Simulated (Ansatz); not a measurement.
Cost and result by functional for the adsorption energy of NH2 on the 1x1 (10-10) surface of wurtzite GaN (cut with top plane Ga + N), one in a 2x1 cell, started at the site 'hollow Ga-Ga-N-N', in Ansatz (plane waves, PAW). Single points on the PBE structure, on one kind of machine; costs are rough ratios of the slab run's core time (references not counted) to the cheapest single point. r2SCAN's cost holds its higher cutoff (500 against 420 eV). Differences are taken against r2SCAN for comparison alone: no measured value is at hand, so the table doesn't rank accuracy. The points keep PBE's geometry, so the relaxation of a polaron and the settling of charge on one site are left out.

Host crystal: wurtzite GaN, with a band gap (PBE, scalar-relativistic without spin-orbit coupling).

Slab: 35 atoms, 9.3 Å thick at the start under the adsorbate (thin: gaps and levels are the slab's own); k 3x4x1, smearing 0.01 eV, dipole-corrected; 16 atoms held, the rest relaxed; no symmetry held; spin-polarised, ending with about 1.0 μB a cell; orders that need a larger cell were not tried, no spin-orbit, no U, no dispersion correction. At the end it is bonded to Ga. In PBE it is, or lies within 0.03 eV of, the lowest of the starts that converged. These notes are the PBE run's. RPBE: The program's check for a lower electronic state was not made. r2SCAN: The program's check for a lower electronic state was not made. Adsorption energies are against NH3(g) − ½ H2(g). A negative adsorption energy means that the adsorbate is more stable on the surface than in its reference.

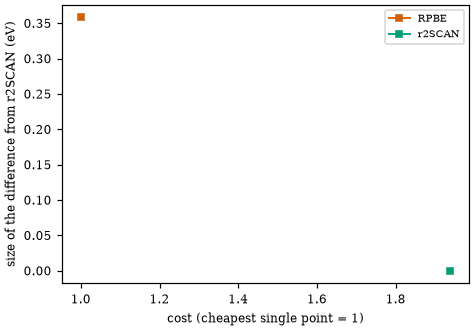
Figure. Difference from r2SCAN against cost

| functional | relative cost | adsorption energy (eV) | less r2SCAN (eV) |
|---|---|---|---|
| RPBE | 1 | 0.81 | 0.36 |
| r2SCAN | 2 | 0.45 | 0.00 |
| PBE (the relaxed run's value) | – | 0.74 | 0.29 |

The values span 0.36 eV, while the single points' costs differ by a factor of roughly 2. Differences are of unrounded values.

Ansatz is a quantum-chemistry and plane-wave program.
